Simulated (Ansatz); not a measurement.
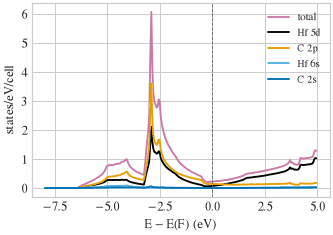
Fig. 1. Total and projected density of states of HfC (rock salt, Fm-3m), r²SCAN in the plane-wave PAW code Ansatz

**Question.** Which orbitals carry the states next to the Fermi level?

**Answer.** Within 0.5 eV of the Fermi level: C 2p 62 %, Hf 5d 34 %. Projections are on Löwdin-orthogonalised atomic valence shells; empty p or d shells of many metals are not among them.

**Question.** Where is the tallest occupied peak in this window, and what makes it?

**Answer.** Near -2.9 eV, about 6.1 states/eV per cell; the largest projected share is C 2p.

Symmetry was held in the r²SCAN relaxation. No spin polarisation was allowed. Spin–orbit coupling is left out wherever it is not named.

Potentials: the later of the program's two PAW sets.
